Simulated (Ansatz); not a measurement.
A series of calculations on SiNH$_{4}$OF

**1. Relaxation**

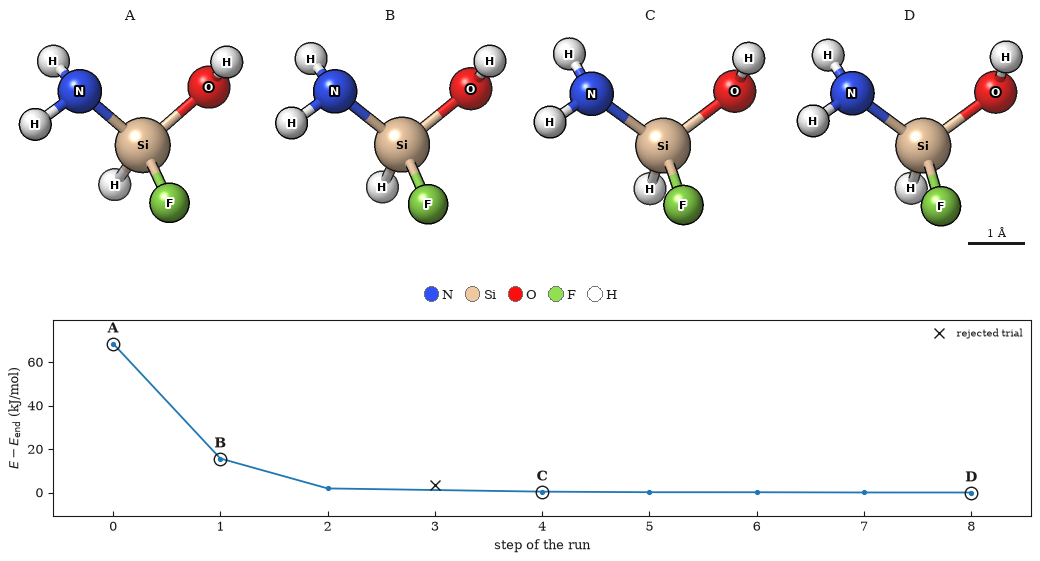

Frames of a relaxation of SiNH$_{4}$OF, marked on the history of the run. The picture is a ball-and-stick view, seen face on.

The run prepares an end point of a later path (hydrogen shift) calculation, from a guessed geometry.

Theory: RKS PBE0-D4/cc-pVDZ (Ansatz).

Input file:
```yaml
crystal:
  periodic: [false, false, false]
  atoms:
    - { symbol: "N", position_ang: [-1.0255, 0.404, -0.0543] }
    - { symbol: Si, position_ang: [0.5305, -0.0312, -0.1989] }
    - { symbol: O, position_ang: [0.6991, -1.0655, 1.0435] }
    - { symbol: F, position_ang: [0.756, -0.8117, -1.5739] }
    - { symbol: H, position_ang: [-1.3012, 0.9946, -0.9041] }
    - { symbol: H, position_ang: [-1.1522, 1.0904, 0.7281] }
    - { symbol: H, position_ang: [1.4282, 1.1613, -0.1151] }
    - { symbol: H, position_ang: [0.1573, -1.799, 1.019] }
basis:
  gaussian: { orbitals: cc-pVDZ }
hamiltonian:
  xc: pbe0
  dispersion: d4
relax:
  f_tol: 0.02
  max_steps: 50
```

Command:
```bash
ansatz run input.yaml --threads 1 --pin off --max-ram 2048MiB --backend cpu --events-out ev --progress --plain --runs-dir out
```

Q: Describe the path.

A: After 7 accepted moves (8 points after the start) the energy has fallen by 68.5 kJ/mol. Largest force component: 4.7 eV/Å at the start, 0.0095 eV/Å at the end. The line search rejected the trial step at point 3 of the run. H7 moves most after the best rigid fit: 0.32 Å. By element the largest moves are H 0.32 Å, F 0.17 Å, O 0.17 Å, N 0.14 Å, Si 0.05 Å. Near-neighbour distances that change, for instance: N1–Si2 1.622 → 1.727 Å, N1–H5 1.071 → 1.016 Å, O3–H8 0.912 → 0.966 Å, Si2–F4 1.597 → 1.644 Å. Bond angles that change, for instance: O3–Si2–H7 113.7° → 104.5°, N1–Si2–H7 110.9° → 119.9°, N1–Si2–O3 101.7° → 110.0°. The run took 53 s on 1 thread of Arm Neoverse N1, on a shared host, peak memory 0.15 GiB. From step 0 to 1: H7 moves most (0.15 Å), energy −52.9 kJ/mol. From step 1 to 4: H7 moves most (0.15 Å), energy −15.2 kJ/mol. From step 4 to 8: H5 moves most (0.08 Å), energy −0.39 kJ/mol.

**2. Relaxation**

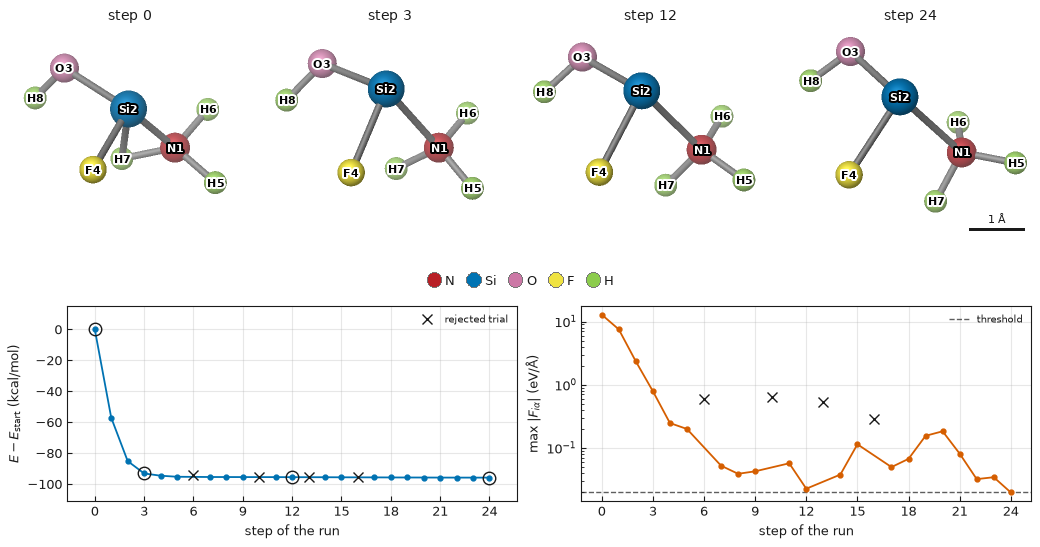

Frames of a relaxation of SiNH₄OF, marked on the history of the run. A ball-and-stick model, seen from a free direction.

The run prepares an end point of a later path (hydrogen shift) calculation, from a guessed geometry.

All numbers below come from RKS PBE0-D4/cc-pVDZ (Ansatz 0.2.0). Set-up: no spin polarisation; force threshold 0.02 eV/Å; at most 50 steps.

Question: Describe the path.

Answer: The atom that moves furthest after the best rigid fit is H7 (1.02 Å). Largest moves by element: H 1.02 Å, F 0.66 Å, Si 0.50 Å, O 0.33 Å, N 0.16 Å. Near-neighbour distances that change, for instance: Si2–H7 1.753 → 2.636 Å, N1–Si2 1.622 → 2.167 Å, Si2–F4 1.597 → 1.703 Å, Si2–O3 1.625 → 1.715 Å. Among the angles between lasting bonds that change: Si2–N1–H7 79.1° → 105.8°, N1–Si2–F4 110.1° → 84.9°, H5–N1–H7 130.7° → 108.3°. After 20 accepted moves (24 points after the start) the energy has fallen by 95.8 kcal/mol. Largest force component: 13 eV/Å at the start, 0.02 eV/Å at the end. The line search rejected the trial steps at points 6, 10, 13, 16 of the run. From step 0 to 3: Si2 moves most (0.48 Å), energy −93.1 kcal/mol. From step 3 to 12: H7 moves most (0.36 Å), energy −2.41 kcal/mol. From step 12 to 24: H atoms move most (0.46 Å), energy −0.29 kcal/mol.

```csv
step,"E − E(0), kcal/mol","largest force component, eV/Å",note
0,0.00,12.8414,
1,-57.08,7.5030,
2,-85.09,2.3365,
3,-93.07,0.7885,
4,-94.53,0.2471,
5,-95.21,0.1991,
6,-93.91,0.5848,rejected
7,-95.37,0.0523,
8,-95.39,0.0389,
9,-95.42,0.0426,
10,-95.10,0.6405,rejected
11,-95.44,0.0570,
12,-95.48,0.0226,
13,-95.33,0.5311,rejected
14,-95.52,0.0378,
15,-95.56,0.1140,
16,-95.55,0.2887,rejected
17,-95.61,0.0497,
18,-95.66,0.0670,
19,-95.69,0.1552,
20,-95.70,0.1830,
21,-95.74,0.0811,
22,-95.76,0.0320,
23,-95.77,0.0343,
24,-95.77,0.0197,
```

**3. Path**

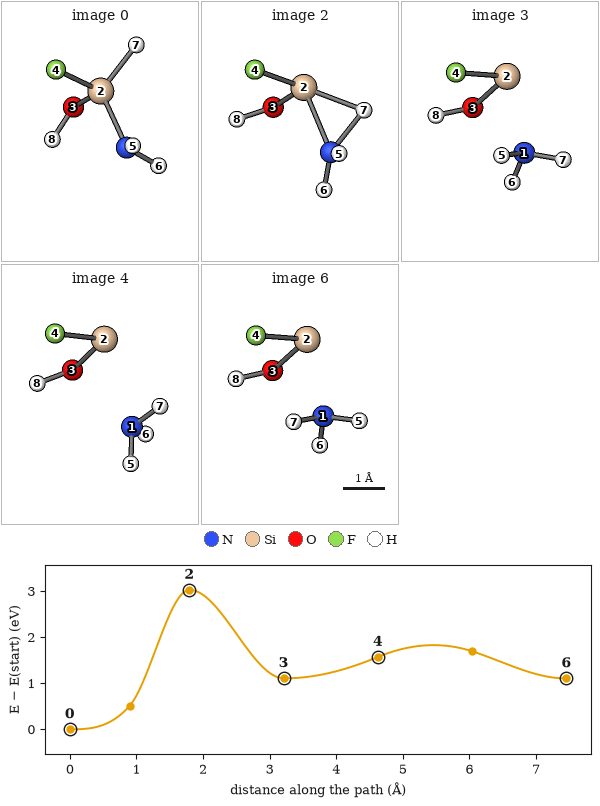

NEB run on SiNH₄OF. Images are numbered from 0 (start) to 6 (end). A ball-and-stick model, seen from a free direction.

All numbers below come from RKS PBE0-D4/cc-pVDZ (Ansatz 0.2.0). Set-up: 5 movable images; climbing image; force threshold 0.05 eV/Å; iteration limit 60; starting path through a guess of the saddle point.

> What happens along the path, and what is the barrier?

The path has more than one stage, and so few images may leave a stage unresolved. Breaking: Si2–H7 (1.49 → 1.62 at the top → 2.64 Å). Forming: N1–H7 (2.78 → 1.43 at the top → 1.02 Å). The highest point, image 2, lies 3.03 eV above the start and 1.92 eV above the end; the end is at +1.11 eV relative to the start. The profile has 2 maxima (images 2, 5) with a dip at image 3 (+1.11 eV), so the process runs in steps. The band converged in 56 iterations. The largest component of the band force went from 150 to 0.022 eV/Å. The climbing image converged on the top of the path. Its vibrational analysis gives one imaginary mode (1486i cm⁻¹), as a transition state must have.

Cost: 21 min on 1 thread of Arm Neoverse N1, with other jobs on the host, peak memory 0.15 GiB.
